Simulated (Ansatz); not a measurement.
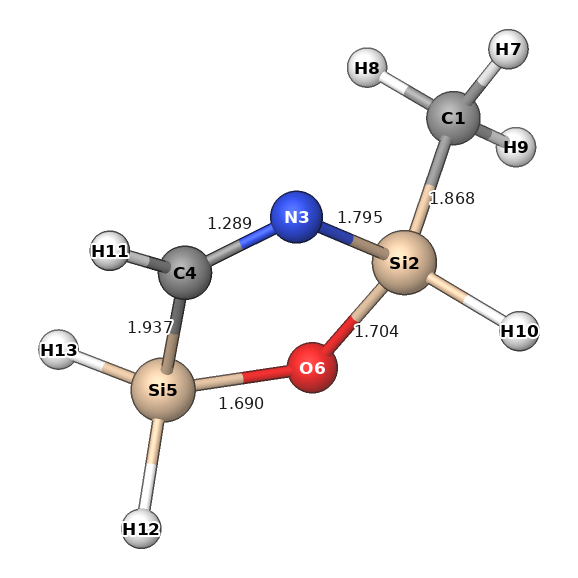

Bond lengths are marked in Å; every bond is drawn as one stick. Computed geometry: PBE-D4/def2-SVP optimisation. No frequency run is at hand to confirm it as a minimum.

Assign a bond order to each marked bond.

Answer. C1–Si2 single; Si2–N3 single; Si2–O6 single; N3–C4 double; C4–Si5 single; Si5–O6 single.

Write the SMILES.

Answer. C[Si@H]1N=C[SiH2]O1
